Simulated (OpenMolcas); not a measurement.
# One shape, several levels: triplet CH3NO

Aim: a comparison of 6 runs (UHF/3-21G, U-revPBE/def2-TZVP, UB3LYP/def2-TZVP, UBLYP/def2-TZVP, UM06-2X/def2-TZVP, UPBE/def2-TZVP) of triplet CH3NO. 

The calculation is run with OpenMolcas 26.06.

### Step 1. The system as given

CH3NO: 6 atoms, total charge 0, spin state triplet. As SMILES of the parent species, `CN=O`. The coordinates come from a PBE0-D4/def2-TZVP relaxation. That shape belongs to the parent species and isn't relaxed for this state.

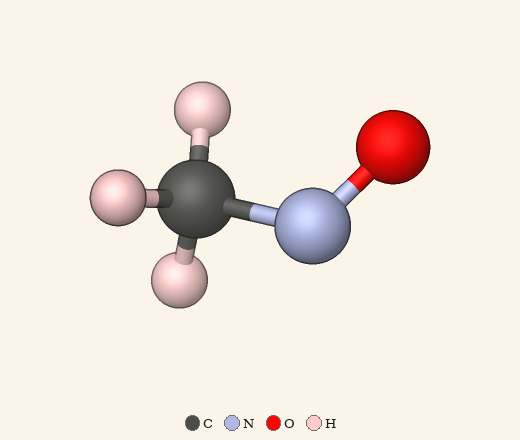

Viewed from a chosen angle; carbon dark grey, nitrogen light blue, oxygen red, hydrogen pink.

### Step 2. The energy at UHF/3-21G (run 1)

Input file run.input:

```
* CH3NO Hartree-Fock

&GATEWAY
  BasLib = $CurrDir
  Coord
  6
  bohr
  C     -0.32752733     0.55758259    -0.48660448
  N     -0.17670829    -1.75759647     1.03449277
  O      1.81468510    -2.05847867     2.04751826
  H     -0.82170961    -0.02159957    -2.40783234
  H     -1.92222941     1.64980650     0.24454946
  H      1.43348955     1.63032342    -0.43216147
  Basis = 3-21G
  Group = NoSym

&SEWARD

&SCF
  UHF
  Spin = 3
  Thresholds = 1e-10 1e-07 1e-07 1e-05
  PrOrbitals = 1 2
```

The basis set 3-21G is read from a file made from the Basis Set Exchange's data (not shown).

The run is started by

```console
$ export MOLCAS_MEM=1860
$ pymolcas run.input > run.log
```

The log of the run:

```text
--- Start Module: gateway ---
[...]
--- Stop Module: gateway /rc=_RC_ALL_IS_WELL_ ---
--- Start Module: seward ---
[...]
      Basis functions           33
--- Stop Module: seward /rc=_RC_ALL_IS_WELL_ ---
--- Start Module: scf ---
[...]
       Convergence after  24 Iterations
[...]
::    Total SCF energy                               -167.8594071628
[...]
      Total spin, S                                     1.0049785832
[...]
      Total electronic charge=   24.000000
      Total            charge=   -0.000000
[...]
      Dipole Moment (debye):
      Origin of the operator (angstrom)=    0.2504   -0.5590    0.4558
                   X= -6.1484E-01               Y=  2.0761E+00               Z= -1.5624E+00           Total=  2.6701E+00
      Quadrupole Moment (debye*angstrom):
[...]
--- Stop Module: scf /rc=_RC_ALL_IS_WELL_ ---
[...]
```

Run time: 2.1 s. Hardware: 1 thread of Arm Neoverse V1, shared host; peak memory 0.37 GiB.

### Step 3. A single-point energy at U-revPBE/def2-TZVP (run 2)

Input file test.inp:

```
>>> EXPORT MOLCAS_PRINT=2

&GATEWAY
 BasLib=$CurrDir
 Coord
 6
 angstrom
 C       -0.173320       0.295060      -0.257500
 N       -0.093510      -0.930080       0.547430
 O        0.960290      -1.089300       1.083500
 H       -0.434830      -0.011430      -1.274170
 H       -1.017200       0.873040       0.129410
 H        0.758570       0.862730      -0.228690
 Basis=def2-TZVP
 Group=NoSym

&SEWARD
 GridInput
 Grid=UltraFine
 End of Grid

&SCF
 UHF
 Spin=3
 KSDFT=revPBE
 Thresholds=1e-10 1e-07 1e-07 1e-05
 PrOrbitals=1 2
```

The basis set def2-TZVP is read from a file made from the Basis Set Exchange's data (not shown).

The run is started by

```console
$ export MOLCAS_MEM=1860
$ pymolcas test.inp > test.log
```

The log of the run:

```text
--- Start Module: gateway ---
[...]
--- Stop Module: gateway /rc=_RC_ALL_IS_WELL_ ---
--- Start Module: seward ---
[...]
      Basis functions          111
--- Stop Module: seward /rc=_RC_ALL_IS_WELL_ ---
[...]
--- Start Module: scf ---
[...]
       Convergence after  21 Iterations
[...]
::    Total KS-DFT energy                            -169.7898379283
[...]
      Total spin, S                                     1.0013390144
[...]
      Total electronic charge=   24.000000
      Total            charge=   -0.000000
[...]
      Dipole Moment (debye):
      Origin of the operator (angstrom)=    0.2504   -0.5590    0.4558
                   X= -6.6211E-01               Y=  1.6077E+00               Z= -1.2868E+00           Total=  2.1631E+00
      Quadrupole Moment (debye*angstrom):
[...]
--- Stop Module: scf /rc=_RC_ALL_IS_WELL_ ---
[...]
```

Wall time 69 s (1 thread of Arm Neoverse V1, shared host); peak memory 0.66 GiB.

### Step 4. A single-point energy at UB3LYP/def2-TZVP (run 3)

Input file calc.input:

```
* CH3NO Kohn-Sham DFT

&GATEWAY
 BASLIB = $CurrDir
 COORD
 6
 angstrom
 C       -0.173320       0.295060      -0.257500
 N       -0.093510      -0.930080       0.547430
 O        0.960290      -1.089300       1.083500
 H       -0.434830      -0.011430      -1.274170
 H       -1.017200       0.873040       0.129410
 H        0.758570       0.862730      -0.228690
 BASIS = def2-TZVP
 GROUP = NoSym

&SEWARD
 GRIDINPUT
 Grid=UltraFine
 End of Grid

&SCF
 UHF
 SPIN = 3
 KSDFT = B3LYP
 THRESHOLDS = 1e-10 1e-07 1e-07 1e-05
 PRORBITALS = 1 2
```

The basis set def2-TZVP is read from a file made from the Basis Set Exchange's data (not shown).

The run is started by

```console
$ export MOLCAS_MEM=1860
$ pymolcas calc.input > calc.log
```

The log of the run:

```text
--- Start Module: gateway ---
[...]
--- Stop Module: gateway /rc=_RC_ALL_IS_WELL_ ---
--- Start Module: seward ---
[...]
      Basis functions          111
--- Stop Module: seward /rc=_RC_ALL_IS_WELL_ ---
[...]
--- Start Module: scf ---
[...]
       Convergence after  20 Iterations
[...]
::    Total KS-DFT energy                            -169.8367671494
[...]
      Total spin, S                                     1.0024621649
[...]
      Total electronic charge=   24.000000
      Total            charge=   -0.000000
[...]
      Dipole Moment (debye):
      Origin of the operator (angstrom)=    0.2504   -0.5590    0.4558
                   X= -7.1091E-01               Y=  1.7041E+00               Z= -1.3677E+00           Total=  2.2978E+00
      Quadrupole Moment (debye*angstrom):
[...]
--- Stop Module: scf /rc=_RC_ALL_IS_WELL_ ---
[...]
```

It took 70 s on 1 thread of Arm Neoverse V1, shared host; peak memory 0.66 GiB.

Runs 4 to 5 aren't shown in full; the table further down has their settings and results.

### Step 5. A single-point energy at UPBE/def2-TZVP (run 6)

Input file test.inp:

```
>>> EXPORT MOLCAS_PRINT=2
&GATEWAY
BASLIB=$CurrDir
BASISSET
C.def2-TZVP....
C1 -0.173320 0.295060 -0.257500 angstrom
End of Basis
BASISSET
N.def2-TZVP....
N2 -0.093510 -0.930080 0.547430 angstrom
End of Basis
BASISSET
O.def2-TZVP....
O3 0.960290 -1.089300 1.083500 angstrom
End of Basis
BASISSET
H.def2-TZVP....
H4 -0.434830 -0.011430 -1.274170 angstrom
H5 -1.017200 0.873040 0.129410 angstrom
H6 0.758570 0.862730 -0.228690 angstrom
End of Basis
&SEWARD
GRIDINPUT
Grid=UltraFine
End of Grid
&SCF
UHF
SPIN=3
KSDFT=PBE
THRESHOLDS=1e-10 1e-07 1e-07 1e-05
PRORBITALS=1 2
```

The basis set def2-TZVP is read from a file made from the Basis Set Exchange's data (not shown).

The run is started by

```console
$ export MOLCAS_MEM=1860
$ pymolcas test.inp > test.log
```

The log of the run:

```text
--- Start Module: gateway ---
[...]
--- Stop Module: gateway /rc=_RC_ALL_IS_WELL_ ---
--- Start Module: seward ---
[...]
      Basis functions          111
--- Stop Module: seward /rc=_RC_ALL_IS_WELL_ ---
[...]
--- Start Module: scf ---
[...]
       Convergence after  18 Iterations
[...]
::    Total KS-DFT energy                            -169.6426783377
[...]
      Total spin, S                                     1.0012528961
[...]
      Total electronic charge=   24.000000
      Total            charge=   -0.000000
[...]
      Dipole Moment (debye):
      Origin of the operator (angstrom)=    0.2504   -0.5590    0.4558
                   X= -6.7765E-01               Y=  1.6312E+00               Z= -1.3081E+00           Total=  2.1980E+00
      Quadrupole Moment (debye*angstrom):
[...]
--- Stop Module: scf /rc=_RC_ALL_IS_WELL_ ---
[...]
```

It took 60 s on 1 thread of Arm Neoverse V1, shared host; peak memory 0.66 GiB.

### Step 6. Overview of the runs

```tsv
run	level	integration grid	energy (Eh)	dipole moment (D)	HOMO energy (eV)	⟨S²⟩	wall time
1	UHF/3-21G	–	-167.859407	2.67	-10.34	2.015	2.1 s
2	U-revPBE/def2-TZVP	UltraFine	-169.789838	2.16	-3.80	2.004	69 s
3	UB3LYP/def2-TZVP	UltraFine	-169.836767	2.30	-5.41	2.007	70 s
4	UBLYP/def2-TZVP	UltraFine	-169.795057	2.21	-3.80	2.004	72 s
5	UM06-2X/def2-TZVP	UltraFine	-169.753836	2.36	-7.26	2.010	1.7 min
6	UPBE/def2-TZVP	UltraFine	-169.642678	2.20	-3.86	2.004	60 s
```

### Step 7. What came out

| quantity | value |
| --- | --- |
| run 6: total energy | -169.64268 Eh |
| run 6: dipole moment | 2.20 D |
| run 6: HOMO energy (highest over α and β) | -3.86 eV |
| run 6: ⟨S²⟩ | 2.004 |

What this shows: The dipole moment (its size) runs from 2.16 D (U-revPBE/def2-TZVP) to 2.67 D (UHF/3-21G). The two ends differ in method and basis. Totals of different functionals can't be ranked against each other. All runs together took 6.3 min, the longest 1.7 min.
